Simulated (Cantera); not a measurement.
Input: 1 mol V2O3, a varied amount of H2, 0.65 mol H2O, equilibrated at 2125 K and 12.0 Pa.

Equilibrium computed with Cantera from the NASA thermochemical tables; the gas is ideal and each condensed phase is pure. Candidate condensed phases: H2O, V, VO, V2O3, V2O4, V2O5; 12 gas species. Equilibrium is a limit: real reactors are often held back by kinetics, nucleation or transport.

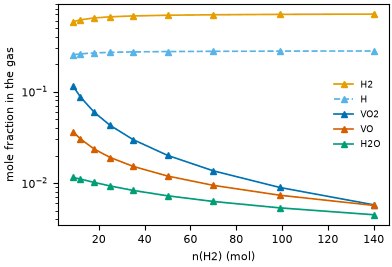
Figure. Equilibrium gas composition (values under 1e-9 drawn at 1e-9)

Read off the mole fractions at 99 mol H2.

H2 about 0.70, H about 0.28, VO2 about 0.0089, VO about 0.0074, H2O about 0.0053.
